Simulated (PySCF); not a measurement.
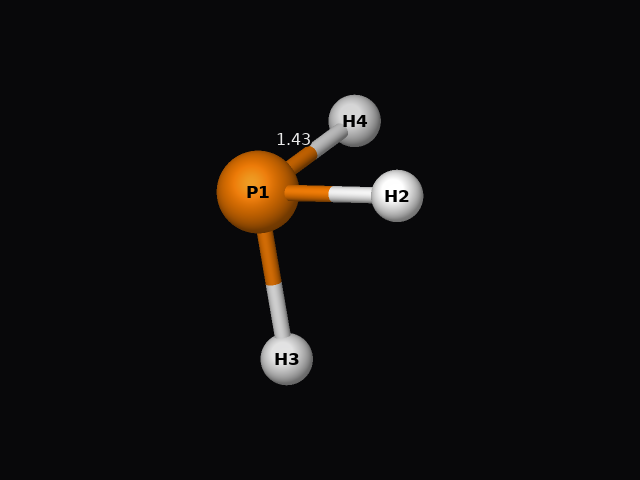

Bond lengths are marked in Å; every bond is drawn as one stick. The geometry was computed by an optimisation with PBE0-D3(BJ)/def2-SVP. No frequency run is at hand to confirm it as a minimum.

### Assign a bond order to each marked bond.

P1–H4 single.

### Write the SMILES.

P
